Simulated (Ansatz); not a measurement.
# SiH3 (silyl radical): UBCCD(T)/3-21G

What is the vertical ionisation energy of SiH3 (silyl radical) at UBCCD(T)/3-21G? 

The calculation is run with Ansatz 0.2.0.

61 further runs of the same task are left out: 61 set aside as unsound or not needed.

## 1. The molecule

The species is SiH3 (4 atoms), meant as a doublet with charge 0. As SMILES, `[SiH3]`. Geometry: relaxed at GFN2-xTB.

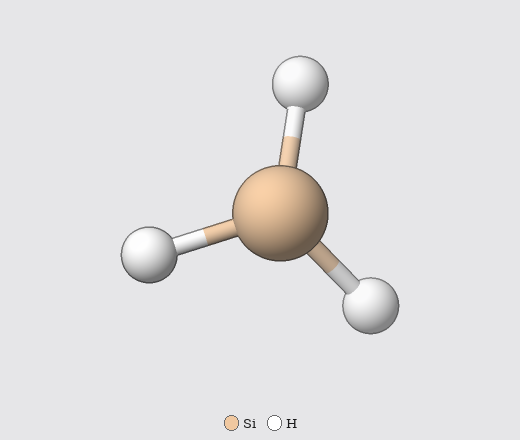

Viewed from a chosen angle; silicon light orange, hydrogen white.

## 2. The energy at UBCCD(T)/3-21G

Input file job.yaml:

```yaml
crystal:
  periodic: [false, false, false]
  atoms:
    - {symbol: Si, position_ang: [0.206560, -0.018900, -0.115090]}
    - {symbol: H, position_ang: [0.587110, 0.661780, 1.105640]}
    - {symbol: H, position_ang: [-0.194960, -1.401590, 0.043390]}
    - {symbol: H, position_ang: [-0.598710, 0.758710, -1.033940]}
basis:
  gaussian:
    orbitals: 3-21G.json
magnetization:
  spin_polarized: true
  initial_magnetization: 1
correlation:
  method: bccd_t
  frozen_orbitals: {H: 0, Si: 5}
accuracy: high
scf:
  omitted_lower_state_checks: [cluster_reference, increment]
```

The basis set 3-21G is read from a file made from the Basis Set Exchange's data (not shown).

On the command line:

```bash
$ ansatz run job.yaml --threads 1 --pin off --max-ram 2610MiB --events-out events.jsonl --progress --plain --runs-dir runs
```

Output (excerpt; [...] marks lines left out):

```text
Warning: RAYON_NUM_THREADS=1 ignored (pool sized by the plan → 1); use --threads N
Functional definition: HF
  name "HF"
[...]
377 factors; integrals over basis functions are off by at most 2.9e-9 eV
[...]
mean field -7866.21102516 eV, -289.0779232652 hartree, gradient 7.7e-9 eV, S^2 0.757591; 0 other end points of the search recorded, 0 dependent functions left out
5 core orbitals not correlated: weight in the atoms' cores, before any rotation towards them, 1.000 or more for the frozen orbitals, at most 0.000 for the correlated occupied ones
reference -7866.21102516 eV, -289.0779232652 hartree; 4, 3 occupied and 10, 11 virtual orbitals, 377 factors
second order -1.34793654 eV of doubles, -0.00000000 eV of singles
cycle   1  -1.69674197 eV  change   -3.5e-1 eV  update   4.7e-2
[...]
cycle  19  -1.86874415 eV  change   2.8e-10 eV  update  3.3e-10
perturbative correction -0.01966899 eV, -0.0007228220 hartree
Total energy: -7868.09943830 eV, -289.1473211680 hartree
Checks for a lower state left out: cluster_reference, increment
```

Wall time 0.2 s (1 thread of Arm Neoverse V2, shared host).

## 3. The singlet cation, same level

Input file input.yaml:

```yaml
crystal:
  periodic: [false, false, false]
  atoms:
    - {symbol: Si, position_ang: [0.206560, -0.018900, -0.115090]}
    - {symbol: H, position_ang: [0.587110, 0.661780, 1.105640]}
    - {symbol: H, position_ang: [-0.194960, -1.401590, 0.043390]}
    - {symbol: H, position_ang: [-0.598710, 0.758710, -1.033940]}
basis:
  gaussian: {orbitals: 3-21G.json}
total_charge: 1
correlation: {method: bccd_t, frozen_orbitals: {H: 0, Si: 5}}
accuracy: high
scf: {omitted_lower_state_checks: [cluster_reference, increment]}
```

The basis set 3-21G is read from a file made from the Basis Set Exchange's data (not shown).

On the command line:

```bash
$ ansatz run input.yaml --threads 1 --pin off --max-ram 2610MiB --events-out events.jsonl --progress --plain --runs-dir runs
```

Output (excerpt; [...] marks lines left out):

```text
Warning: RAYON_NUM_THREADS=1 ignored (pool sized by the plan → 1); use --threads N
[... 2 set-up lines as earlier in the session ...]
[...]
377 factors; integrals over basis functions are off by at most 2.9e-9 eV
[...]
mean field -7858.17525950 eV, -288.7826143243 hartree, gradient 1.1e-8 eV, S^2 0.000000; 0 other end points of the search recorded, 0 dependent functions left out
5 core orbitals not correlated: weight in the atoms' cores, before any rotation towards them, 1.000 or more for the frozen orbitals, at most 0.000 for the correlated occupied ones
reference -7858.17525950 eV, -288.7826143243 hartree; 3, 3 occupied and 11, 11 virtual orbitals, 377 factors
second order -1.31850770 eV of doubles, -0.00000000 eV of singles
cycle   1  -1.66608908 eV  change   -3.5e-1 eV  update   4.7e-2
[...]
cycle  18  -1.83397255 eV  change   2.6e-10 eV  update  1.7e-10
perturbative correction -0.01927427 eV, -0.0007083165 hartree
Total energy: -7860.02850633 eV, -288.8507198888 hartree
Checks for a lower state left out: cluster_reference, increment
```

It took 0.12 s on 1 thread of Arm Neoverse V2, shared host.

## 4. Summary of results

At UBCCD(T)/3-21G, 5 core orbitals frozen:

| quantity | value |
| --- | --- |
| doublet SiH3: total energy | -289.14732 Eh |
| doublet SiH3: correlation energy (5 core orbitals frozen) | -69.4 mEh |
| doublet SiH3: (T) correction | -0.72 mEh |
| doublet SiH3: ⟨S²⟩ of the reference determinant | 0.758 |
| singlet cation: total energy | -288.85072 Eh |
| singlet cation: correlation energy (5 core orbitals frozen) | -68.1 mEh |
| singlet cation: (T) correction | -0.71 mEh |
| vertical ionisation energy (to the singlet cation) | 8.071 eV |

What this shows: The vertical ionisation energy comes to 8.07 eV (186 kcal/mol). Only the singlet of the ionised species was computed; a triplet could lie lower. The triples (doublet SiH3) make up 1.0 % of the correlation energy. The triples (singlet cation) make up 1.0 % of the correlation energy.
